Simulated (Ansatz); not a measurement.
# Ta2CF2 monolayer: following an unstable mode

Aim: this structure of Ta2CF2 monolayer is to be tested for unstable modes, and one is followed downhill.

Main program and level: Ansatz 0.2.0; DFT PBE, scalar-relativistic, plane waves, PAW; PAW set soft_1.

## (1) The starting structure

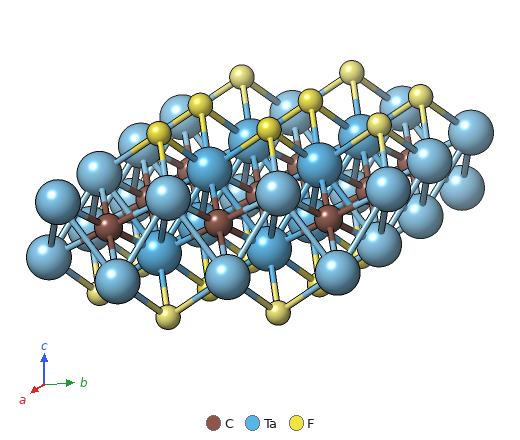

The starting structure, seen slightly off an axis (carbon brown, tantalum blue, fluorine yellow). 2×2×1 cells are drawn. Some periodic images of atoms are drawn too.

The cell holds 5 atoms: 1 C, 2 Ta and 2 F. Cell: a = 3.206 Å, b = 3.206 Å, c = 33.200 Å, α = 90.0°, β = 90.0°, γ = 120.0°. Vacuum lies along c.

## (2) The dispersion

The cell comes from relaxations at this level that are not shown. Stability and thermal properties need the whole zone. Linear response on a 6×6×1 q mesh gives force constants as far as a supercell of that size would.

The input, input.yaml:

```yaml
crystal:
  lattice:
    - [3.2057835833, 0.0, 0.0]
    - [-1.6028917917, 2.7762900222, 0.0]
    - [0.0, 0.0, 33.2]
  atoms:
    - { symbol: C, position: [0.0, 0.0, 0.3012048193] }
    - { symbol: Ta, position: [0.3333333333, 0.6666666667, 0.3339935188] }
    - { symbol: Ta, position: [0.6666666667, 0.3333333333, 0.2684161197] }
    - { symbol: F, position: [0.6666666667, 0.3333333333, 0.3761822113] }
    - { symbol: F, position: [0.3333333333, 0.6666666667, 0.2262274272] }
  periodic: [true, true, false]
kpoints:
  mp_grid: { grid: [12, 12, 1] }
hamiltonian:
  xc: pbe
  pseudopotentials: { kind: paw, azcp: { folder: soft_1 } }
scf:
  occupations: { method: methfessel_paxton, width: 0.2 }
output:
  eigenvalues: true
phonons:
  method: dfpt
  qmesh: [6, 6, 1]
  temperatures: { t_max: 1000, t_step: 50 }
  qpath:
    path:
      - [0.0, 0.0, 0.0]
      - [0.5, 0.0, 0.0]
      - [0.33333333, 0.33333333, 0.0]
      - [0.0, 0.0, 0.0]
    npoints: 10
```

Command:

```sh
$ ansatz run input.yaml --threads 4 --pin off --max-ram 16384MiB --backend cpu --events-out ev --progress --plain --runs-dir out
```

Numbers of over 12 decimals in the logs are rounded to 6 here.

Output:

```text
Warning: crystal.symmetry: narrowed to the stabiliser of the run's FFT grids — unitary ops 12 → 6. A phonons.method: dfpt run fills in the rows of the dynamical matrix that it does not solve by its symmetry operations, which is exact only for operations that map its FFT grids onto themselves: filled in by any other, the frequencies could depend on the order in which like atoms are typed, or, by more than the grids' own error, on where the crystal sits among the grids' points. Excluded: 6 operations. The run can therefore solve more perturbations, solve them on more k-points, or both, and cost more. [rest of the remark cut]
Engine: ansatz 0.2.0, aarch64-unknown-linux-gnu
Pseudopotentials: kind: paw
Pseudopotential: C, paw, valence charge 4, recommended cutoff 420 eV (normal), soft_1/C.paw.azcp
Pseudopotential: Ta, paw, valence charge 13, recommended cutoff 420 eV (normal), soft_1/Ta.paw.azcp
Pseudopotential: F, paw, valence charge 7, recommended cutoff 420 eV (normal), soft_1/F.paw.azcp
Functional definition: PBE
  parameter kappa = 0.804
  parameter beta = 0.066725
  exchange = pbe_x(kappa = kappa, mu = beta*pi^2/3)
  correlation = pbe_c(beta = beta)
Crystal: 5 atoms, lattice volume = 295.486 Å³
Basis set: ecut = 420 eV, 5847 PW (Γ), exchange–correlation on 48×48×450 points (8 copies of the dense FFT grid, shifted against one another)
Bands: 27, of which v1, the nominal top of the filled ones, is band 22 counted from 1 (21 counted from 0)
Symmetry: 12 space group operations
k-points: 19 of 144 (irreducible under 6 space group operations, time reversal used)
Non-local potential: C, projectors of the file, l = 0: 2, l = 1: 2, l = 2: 1
Non-local potential: Ta, projectors of the file, l = 0: 3, l = 1: 2, l = 2: 2, l = 3: 1
Non-local potential: F, projectors of the file, l = 0: 2, l = 1: 2, l = 2: 1
PAW form: soft (Blöchl's): semilocal exchange-correlation on the pseudo side does not see the compensation charge
PAW one-centre angular grid: C, 110 points (default); XC on 64 Gauss nodes
PAW one-centre angular grid: Ta, 590 points (default); XC on 64 Gauss nodes
PAW one-centre angular grid: F, 110 points (default); XC on 64 Gauss nodes
Initial density: superposition of atomic densities (neutral atoms: chi_scale 0, normalization atom)
Initial wavefunctions: pseudopotential atomic-orbital guess
Functional: x = pbe(κ = 0.804, μ = 0.219515), c = pbe(β = 0.066725)
SCF iter   1: F=—  HF=-21741.040295 eV  |F-HF|=—  |Δ(HF+E_count)|=         —  Δρ=5.78e-2  dr2=1.71e1  ethr=3.10e-3  ⟨swp⟩=10.9  Hψ=3584  notcnv=0
preconditioner: auto → LDOS  [insulator: Δε(μ)=0.274 eV  Ē_g=9.575 eV  σ=0.200 eV  W_gap=0.72  n_scr=20 (ndim 8)  ℏωp=10.6 eV  f_vac=0.767  D(μ)=1.28/eV (n_scr^D=8)  ε∞_Penn≈2.2  β→1.0]
SCF iter   2: F=—  HF=-21739.393562 eV  |F-HF|=—  |Δ(HF+E_count)|=    1.65e0  S|Δr|=    0.00e0  Δρ=5.88e-2  dr2=1.14e1  ethr=3.10e-3  ⟨swp⟩=5.9  Hψ=2014  notcnv=0  defer=7
SCF iter   3: F=—  HF=-21736.474016 eV  |F-HF|=—  |Δ(HF+E_count)|=    2.92e0  S|Δr|=    0.00e0  Δρ=7.87e-3  dr2=1.48e-1  ethr=3.10e-3  ⟨swp⟩=4.3  Hψ=1656  notcnv=0  defer=7
SCF iter   4: F=—  HF=-21736.437030 eV  |F-HF|=—  |Δ(HF+E_count)|=   3.70e-2  S|Δr|=    0.00e0  Δρ=2.23e-3  dr2=1.96e-2  ethr=3.36e-4  ⟨swp⟩=3.3  Hψ=1269  notcnv=0  defer=7
SCF iter   5: F=—  HF=-21736.436457 eV  |F-HF|=—  |Δ(HF+E_count)|=   5.73e-4  S|Δr|=    0.00e0  Δρ=4.57e-4  dr2=9.59e-4  ethr=4.45e-5  ⟨swp⟩=2.9  Hψ=1040  notcnv=0  defer=7
SCF iter   6: F=—  HF=-21736.436416 eV  |F-HF|=—  |Δ(HF+E_count)|=   4.10e-5  S|Δr|=    0.00e0  Δρ=1.74e-4  dr2=4.47e-5  ethr=2.18e-6  ⟨swp⟩=3.5  Hψ=1116  notcnv=0  defer=7
SCF iter   7: F=—  HF=-21736.436468 eV  |F-HF|=—  |Δ(HF+E_count)|=   5.27e-5  S|Δr|=    0.00e0  Δρ=3.78e-5  dr2=3.73e-6  ethr=1.02e-7  ⟨swp⟩=3.9  Hψ=1251  notcnv=0  defer=7
SCF iter   8: F=—  HF=-21736.436297 eV  |F-HF|=—  |Δ(HF+E_count)|=   1.72e-4  S|Δr|=    0.00e0  Δρ=6.97e-6  dr2=2.19e-7  ethr=8.48e-9  ⟨swp⟩=3.8  Hψ=1227  notcnv=0  defer=7
SCF iter   9: F=—  HF=-21736.436297 eV  |F-HF|=—  |Δ(HF+E_count)|=   3.37e-7  S|Δr|=    0.00e0  Δρ=1.20e-6  dr2=4.05e-9  ethr=4.99e-10  ⟨swp⟩=3.4  Hψ=1148  notcnv=0  defer=7
SCF iter  10: F=—  HF=-21736.436297 eV  |F-HF|=—  |Δ(HF+E_count)|=   2.98e-8  S|Δr|=    0.00e0  Δρ=3.39e-7  dr2=4.45e-10  ethr=9.21e-12  ⟨swp⟩=4.0  Hψ=1322  notcnv=0  defer=7
SCF iter  11: F=—  HF=-21736.436297 eV  |F-HF|=—  |Δ(HF+E_count)|=  6.48e-10  S|Δr|=    0.00e0  Δρ=8.91e-8  dr2=1.25e-11  ethr=1.01e-12  ⟨swp⟩=3.6  Hψ=1188  notcnv=0  defer=7
SCF iter  12: F=-21736.436297 eV  HF=-21736.436297 eV  |F-HF|=9.82e-11  |Δ(HF+E_count)|=  2.69e-10  S|Δr|=    0.00e0  Δρ=2.33e-8  dr2=1.09e-12  ethr=1.00e-12  ⟨swp⟩=18.5  Hψ=4995  notcnv=0
SCF 1 converged in 12 iterations: F = -21736.436297 eV  dr2 = 1.09e-12
  greatest PAW one-centre occupation: 0.999 electrons in one spin orbital (limit 2), on the Ta atom at site 2 (counted from 0), in its partial waves of l = 0
phonons: the bands overlap, so this run is a metal and interpolates without the dipole-dipole term. If the crystal is really an insulator or semiconductor, its LO-TO splitting is missing
NSCF: frozen V_eff on 19 k-points
WARN: eigensolver did not converge (k=0): 1 band(s) unlocked after 2 eigensolves, warm-restarted (20 sweeps on the last) at ethr=1.62e-12 eV (storage-precision floor; scheduled 1.00e-12 eV) (lowest unlocked band 26, counted from 0; max residual 4.10e-5 eV among the unlocked bands, 4.10e-5 eV over every band; other slots of this pass that fall short are told together in one closing line; warning suppressed until the next SCF loop or pass starts)
WARN: eigensolver did not converge in 5 slots of this pass, the one above among them; of largest residual over every band (k=4): 1 band(s) unlocked (lowest unlocked band 26, counted from 0; max residual 3.12e-4 eV among the unlocked bands, 3.12e-4 eV over every band); of lowest unlocked band (k=0): band 26
NSCF: frozen V_eff on 43 k-points
DFPT response loops at q = (0, 0, 0) (fractional): preconditioner auto → none (partly filled bands, converged f_vac=0.776); β = 0.50; Broyden in place of MSR1
NSCF: frozen V_eff on 156 k-points
DFPT response loops at q = (0, 0.166667, 0) (fractional): mixed as the last ones told, above
NSCF: frozen V_eff on 156 k-points
DFPT response loops at q = (0, 0.333333, 0) (fractional): mixed as the last ones told, above
NSCF: frozen V_eff on 86 k-points
DFPT response loops at q = (0, -0.5, 0) (fractional): mixed as the last ones told, above
NSCF: frozen V_eff on 288 k-points
DFPT response loops at q = (0.166667, 0.166667, 0) (fractional): mixed as the last ones told, above
NSCF: frozen V_eff on 288 k-points
DFPT response loops at q = (0.166667, 0.333333, 0) (fractional): mixed as the last ones told, above
NSCF: frozen V_eff on 156 k-points
DFPT response loops at q = (0.333333, 0.333333, 0) (fractional): mixed as the last ones told, above
SCF converged after 12 iterations
Stability not checked: this state was not tested for a lower state beside it, because cold or Methfessel-Paxton smearing, or corrected tetrahedra, fill the levels in a way that the test cannot read (fill_not_monotonic; see scf.lower_state_search)
Free energy (F): -21736.436297 eV
Harris-Foulkes:  -21736.436297 eV  (|F-HF|=9.82e-11)
Internal energy: -21736.435320 eV  (E = F + TS)
E sigma→0 (E₀):  -21736.436053 eV
Entropy (-TS):   -0.000978 eV (-0.196 meV/atom)
Fermi energy:    -3.802691 eV
--- Per-component energies (eV) ---
  E_band       = -1139.734102
  E_kinetic    = 1272.083105
  E_local      = -127305.953977  (includes V_loc(G=0)·N_el)
  E_nonlocal   = 175.601911
  E_hartree    = 62900.850859
  E_xc         = -844.734456
  E_vxc        = -724.436170  (∫ρ·V_xc dr)
  E_paw        = -17118.797123  (= ΣΔE_a)
  E_vpaw       = -358.732303  (= ΣTr[D̂ρ^β])
  E_aug_tail   = 0.001605  (compensation charges beyond the density's cutoff)
  E_ewald      = 59184.512757
  E_smearing   = -0.000978  (= −TS)
  E_closure    = 0.000000  (closes the sum)
  Σ components = -21736.436297   (vs F -21736.436297, Δ=0.00e0)
--- Band table (eV; the first three rows and the last of 19) ---
  k-point 0: bands = [... 18 lower, -8.9745, -8.9745, -5.5773, -5.5773, -4.3416, -3.2711, -2.4820, -2.4820, ... 1 higher]
  k-point 1: bands = [... 18 lower, -9.1847, -9.0063, -5.8088, -5.4190, -4.3077, -2.9588, -2.7084, -2.5271, ... 1 higher]
  k-point 2: bands = [... 18 lower, -9.4903, -9.0568, -6.3080, -4.9704, -4.2447, -3.0777, -2.5608, -2.3806, ... 1 higher]
  k-point 18: bands = [... 18 lower, -9.9380, -8.8431, -4.9906, -4.5067, -4.5067, -1.7728, -1.7282, -1.7282, ... 1 higher]
--- Phonons (Γ-DFPT): 10 representative perturbations + reference (Σ response iterations 52) ---
  ASR residual: 5.391e-5 → 0.000e0 eV/Å²; symmetrization residual: 6.746e-6 eV/Å²
  The last average, over the group as it would stand without the narrowing to the FFT grids, took up to 4.732e-6 eV/Å² of the zone centre's force constants
  ASR residual per site (eV/Å²): 5.39e-5 1.39e-5 9.22e-6 1.87e-5 1.78e-5
  Γ frequencies (cm⁻¹): 0.00 0.00 0.00 145.42 145.42 171.85 171.85 189.56 189.56 205.40 382.38 410.69 563.99 762.29 762.29
--- Phonons (arbitrary-q DFPT): 7 irreducible q on the 6×6×1 mesh ---
  q = [0.0000, 0.0000, 0.0000] (star 1, of the zone-centre solve; hermiticity 4.55e-7, symmetrization 3.38e-11, taken by the last average 1.60e-7): -0.00 0.00 0.00 145.42 145.42 171.85 171.85 189.56 189.56 205.40 382.38 410.69 563.99 762.29 762.29
  q = [0.0000, 0.1667, 0.0000] (star 6, 15 solved perturbations on 78 of 144 k-point pairs; hermiticity 4.83e-7, symmetrization 1.03e-10, taken by the last average 3.96e-7): 29.65 46.31 75.20 136.65 138.84 176.09 183.94 188.42 191.06 201.25 360.13 369.50 571.43 760.35 760.39
  q = [0.0000, 0.3333, 0.0000] (star 6, 15 solved perturbations on 78 of 144 k-point pairs; hermiticity 3.63e-7, symmetrization 1.13e-10, taken by the last average 3.13e-7): 17.61 59.55 101.74 120.34 132.32 175.88 183.78 187.10 194.28 207.58 325.42 340.01 590.85 741.37 758.24
  q = [0.0000, -0.5000, 0.0000] (star 3, 15 solved perturbations on 43 of 144 k-point pairs; hermiticity 4.75e-7, symmetrization 1.82e-10, taken by the last average 1.54e-7): -63.11 72.15 129.58 136.65 144.98 179.00 183.63 186.52 196.94 215.69 308.49 337.50 601.72 740.16 753.43
  q = [0.1667, 0.1667, 0.0000] (star 6, 10 solved perturbations in 1110 linear systems a pass and spin channel, the states on 144 of 144 k-point pairs; hermiticity 6.87e-7, symmetrization 1.96e-10, taken by the last average 2.78e-7): 36.04 68.97 96.17 116.95 142.04 176.24 178.67 187.70 193.60 207.71 337.04 344.24 584.86 746.92 762.09
  q = [0.1667, 0.3333, 0.0000] (star 12, 15 solved perturbations on 144 of 144 k-point pairs: no pair is spared here; hermiticity 6.03e-7, symmetrization 0.00e0, taken by the last average 1.29e-7): -48.15 77.28 122.85 132.98 142.38 174.74 175.41 192.25 198.49 202.49 319.10 327.08 598.95 741.86 757.17
  q = [0.3333, 0.3333, 0.0000] (star 2, 10 solved perturbations in 545 linear systems a pass and spin channel, the states on 78 of 144 k-point pairs; hermiticity 2.87e-7, symmetrization 3.05e-7, taken by the last average 2.51e-7): 49.27 96.92 96.92 148.48 148.48 174.50 177.86 194.55 200.19 200.19 319.55 319.55 605.36 756.78 756.78
  sum rule: each row above includes the acoustic sum rule's correction from the zone centre's row sums; it moved no ω² by more than (1.10 cm⁻¹)²
  mesh force constants: q→R imaginary residual 2.89e-18; ASR residual 5.391e-5 → 0.000e0 eV/Å²; symmetrization residual 1.776e-14 eV/Å²
  interpolated dispersion: 31 rows × 15 modes
  density of states and harmonic sums: on the 24×24×1 q-mesh, interpolated from the force constants of a 6×6×1 supercell (no non-analytic term)
  largest difference from the sums on the solved wave vectors: F 2.56e-2 eV, S 3.27e-5 and C_V 7.24e-6 eV/K
  zero-point energy: 0.258459 eV/cell   skipped modes (ω ≤ 0): 36, of them read as no rigid motion or as one in doubt: 33 (5.781e-1 modes/cell left out, lowest -63.11 cm⁻¹)   left out of the sums: 3.89e-2 of the cell's modes: C_V's classical limit lies that fraction below 3 k_B per atom; for a crystal, a wire or a layer, F and S can be off by more, and a phonons.interpolated_qmesh denser along its periods is the remedy for the sampling
```

Run time: 34 min. Hardware: 4 threads of Arm Neoverse V1, shared host; peak memory 2.9 GiB.

Reading the cycles: dr2 is the Hartree energy of the density residual (eV), the measure of convergence; HF is the Harris–Foulkes estimate of the energy, which meets the free energy F at convergence.

Numbers from this step:

```yaml
gap_on_the_k_mesh: 0 eV
sum_rule_residual_before_enforcement: 5.39e-5 eV/Å²
lowest_frequency_on_the_path: -63.11 cm⁻¹
point_group: -3m
highest_frequency_on_the_path_or_at_a_solved_wavevector: 762.6 cm⁻¹
area_per_atom: 1.78 Å²
highest_optical_mode_at_the_zone_centre_no_lo_to_term: 762.3 cm⁻¹
lowest_optical_zone_centre_mode: 145.4 cm⁻¹
lowest_mode_on_the_q_mesh_acoustic_modes_at_gamma_apart: -63.11 cm⁻¹
```

Frequencies (cm⁻¹) solved at each irreducible wavevector; negative means imaginary. Frequencies by wavevector, by row:

| q in reciprocal lattice units | star | mode 1 | mode 2 | mode 3 | mode 4 | mode 13 | mode 14 | mode 15 |
| --- | --- | --- | --- | --- | --- | --- | --- | --- |
| 0 0 0 | 1 | 0 | 0 | 0 | 145.4 | 564 | 762.3 | 762.3 |
| 0 0.1667 0 | 6 | 29.6 | 46.3 | 75.2 | 136.7 | 571.4 | 760.4 | 760.4 |
| 0 0.3333 0 | 6 | 17.6 | 59.5 | 101.7 | 120.3 | 590.9 | 741.4 | 758.2 |
| 0 -0.5 0 | 3 | -63.1 | 72.2 | 129.6 | 136.7 | 601.7 | 740.2 | 753.4 |
| 0.1667 0.1667 0 | 6 | 36 | 69 | 96.2 | 117 | 584.9 | 746.9 | 762.1 |
| 0.1667 0.3333 0 | 12 | -48.1 | 77.3 | 122.8 | 133 | 599 | 741.9 | 757.2 |
| 0.3333 0.3333 0 | 2 | 49.3 | 96.9 | 96.9 | 148.5 | 605.4 | 756.8 | 756.8 |

Interpolated from a 6×6×1 q mesh. The phonon branches at the labelled points (cm⁻¹):

| point | branch 1 | branch 2 | branch 3 | branch 4 | branch 12 | branch 13 | branch 14 | branch 15 |
| --- | --- | --- | --- | --- | --- | --- | --- | --- |
| Γ | 0 | 0 | 0 | 145 | 411 | 564 | 762 | 762 |
| M | -63 | 72 | 130 | 137 | 338 | 602 | 740 | 753 |
| K | 49 | 97 | 97 | 148 | 320 | 605 | 757 | 757 |
| Γ | 0 | 0 | 0 | 145 | 411 | 564 | 762 | 762 |

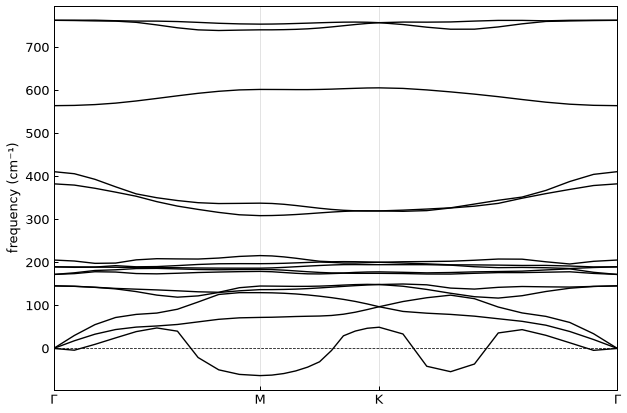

Phonon branches along the path.

Symmetry leaves 7 wavevectors to solve. The lowest mode among them, the acoustic zeros apart, lies at q = (0, -0.5, 0) and is imaginary, 63.1i cm⁻¹, so the energy falls along it.

## (3) The mode frozen in, largest atomic shift 0 Å

The mode followed lies at q = (0, -0.5, 0) with frequency 63.1i cm⁻¹, the softest among the wavevectors solved. At small amplitude the distorted cell has space group no. 11 by a symmetry search on the positions. The undistorted cell that holds it gives the zero of energy on the same k mesh.

System of this step: Ta2CF2 monolayer. The cell holds 10 atoms: 2 C, 4 Ta and 4 F. Its edges and angles: a = 3.206 Å, b = 5.553 Å, c = 33.200 Å, α = 90.0°, β = 90.0°, γ = 90.0°. It derives from Ta2CF2. Vacuum lies along c.

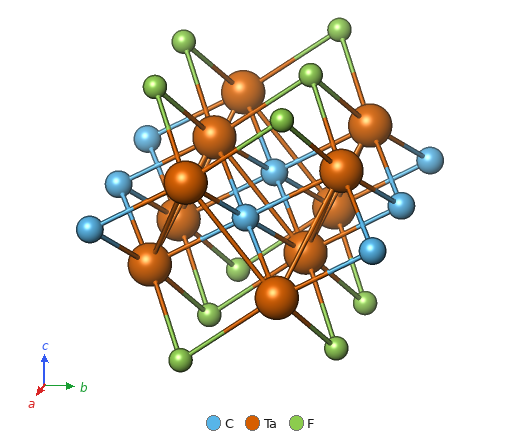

The cell of this step (carbon blue, tantalum orange, fluorine green). 2×1×1 cells are drawn. Some periodic images of atoms are drawn too.

The input, input.yaml:

```yaml
crystal:
  lattice:
    - [3.2057835833, 0.0, 0.0]
    - [0.0, 5.5525800443, 0.0]
    - [0.0, 0.0, 33.2]
  atoms:
    - { symbol: C, position: [0.5, 0.5, 0.3012048193] }
    - { symbol: C, position: [0.0, 0.0, 0.3012048193] }
    - { symbol: Ta, position: [0.0, 0.3333333333, 0.3339935188] }
    - { symbol: Ta, position: [0.5, 0.8333333333, 0.3339935188] }
    - { symbol: Ta, position: [0.5, 0.1666666667, 0.2684161197] }
    - { symbol: Ta, position: [1.0, 0.6666666667, 0.2684161197] }
    - { symbol: F, position: [0.5, 0.1666666667, 0.3761822113] }
    - { symbol: F, position: [1.0, 0.6666666667, 0.3761822113] }
    - { symbol: F, position: [0.0, 0.3333333333, 0.2262274272] }
    - { symbol: F, position: [0.5, 0.8333333333, 0.2262274272] }
  periodic: [true, true, false]
kpoints:
  mp_grid: { grid: [12, 6, 1] }
hamiltonian:
  xc: pbe
  pseudopotentials: { kind: paw, azcp: { folder: soft_1 } }
scf:
  occupations: { method: methfessel_paxton, width: 0.2 }
output:
  forces: true
  stress: true
  eigenvalues: true
```

Output:

```text
[...]
Crystal: 10 atoms, lattice volume = 590.972 Å³
Basis set: ecut = 420 eV, 11619 PW (Γ), exchange–correlation on 48×80×450 points (8 copies of the dense FFT grid, shifted against one another)
Bands: 54, of which v1, the nominal top of the filled ones, is band 44 counted from 1 (43 counted from 0)
Symmetry: 8 space group operations
[...]
k-points: 28 of 72
[...]
k-point 1: bands = [... 40 lower, -7.6659, -5.8090, -5.4231, -4.3091, -2.9667, -2.9595, -2.7118, -2.6743, ... 6 higher]
  k-point 2: bands = [... 40 lower, -7.3441, -6.3078, -4.9745, -4.2472, -3.6929, -3.4782, -3.0810, -2.6139, ... 6 higher]
  k-point 27: bands = [... 40 lower, -7.7860, -7.7860, -2.3095, -2.3095, -2.2631, -2.2631, -2.0878, -2.0878, ... 6 higher]
  ° read free of the cell's end (the report's vacuum.weakly_bound_levels)
[key lines of the parts left out:]
SCF converged after 9 iterations
Free energy (F): -43472.864052 eV
Fermi energy:    -3.763637 eV
P = ½ c Tr σ = -0.0778 N/m
```

Wall time 25 s (4 threads); peak memory 1.6 GiB; 96 s of CPU time.

This step gave:

* energy from the undistorted cell: 0 meV/atom

## (4) The mode frozen in, largest atomic shift 0.14 Å

The atoms are moved along the unstable eigenvector, the largest shift by 0.14 Å, with the cell fixed.

The input, input.yaml:

```yaml
crystal:
  lattice:
    - [3.2057835833, 0.0, 0.0]
    - [0.0, 5.5525800443, 0.0]
    - [0.0, 0.0, 33.2]
  atoms:
    - { symbol: C, position: [0.5, 0.4954697166, 0.2970565784] }
    - { symbol: C, position: [0.0, 0.0045302834, 0.3053530601] }
    - { symbol: Ta, position: [0.0, 0.3471544142, 0.3335673471] }
    - { symbol: Ta, position: [0.5, 0.8195122525, 0.3344196904] }
    - { symbol: Ta, position: [0.5, 0.1528455858, 0.2688422914] }
    - { symbol: Ta, position: [1.0, 0.6804877475, 0.2679899481] }
    - { symbol: F, position: [0.5, 0.1675296218, 0.3741199987] }
    - { symbol: F, position: [1.0, 0.6658037115, 0.3782444239] }
    - { symbol: F, position: [0.0, 0.3324703782, 0.2282896398] }
    - { symbol: F, position: [0.5, 0.8341962885, 0.2241652146] }
  periodic: [true, true, false]
kpoints:
  mp_grid: { grid: [12, 6, 1] }
hamiltonian:
  xc: pbe
  pseudopotentials: { kind: paw, azcp: { folder: soft_1 } }
scf:
  occupations: { method: methfessel_paxton, width: 0.2 }
output:
  forces: true
  stress: true
  eigenvalues: true
  write_density: true
  write_potential: true
  elf: true
  volumetric_format: npy
```

Output:

```text
[...]
Crystal: 10 atoms, lattice volume = 590.972 Å³
Basis set: ecut = 420 eV, 11619 PW (Γ), exchange–correlation on 48×80×450 points (8 copies of the dense FFT grid, shifted against one another)
Bands: 54, of which v1, the nominal top of the filled ones, is band 44 counted from 1 (43 counted from 0)
Symmetry: 4 space group operations
[...]
k-points: 28 of 72
[...]
k-point 1: bands = [... 40 lower, -7.7082, -5.7807, -5.4755, -4.4213, -3.3715, -2.9994, -2.8118, -2.6700, ... 6 higher]
  k-point 2: bands = [... 40 lower, -7.4530, -6.2603, -5.0632, -4.4323, -3.9639, -3.5930, -2.9742, -2.6517, ... 6 higher]
  k-point 27: bands = [... 40 lower, -7.7102, -7.7102, -2.6287, -2.6287, -2.3333, -2.3333, -2.1811, -2.1811, ... 6 higher]
  ° read free of the cell's end (the report's vacuum.weakly_bound_levels)
[key lines of the parts left out:]
SCF converged after 9 iterations
Free energy (F): -43472.873524 eV
Fermi energy:    -3.961086 eV
P = ½ c Tr σ = -0.7516 N/m
```

Run time: 35 s. Hardware: 4 threads; peak memory 1.6 GiB; 2.3 min of CPU time.

This step gave:

```
energy from the undistorted cell : -0.8 meV/atom
```

The energy, extrapolated to zero smearing, is -0.80 meV/atom against the undistorted cell.

[end of part 1 of 3]

[Logs are printed without paths, hosts, clocks, repeated set-up lines and the standing remarks that a program may print on its own settings, such as how far it seeks lower states.]

[Hosts, paths, dates, database ids (printed as entryN), source tags and the programs' standing remarks are cut or masked in the printed files.]
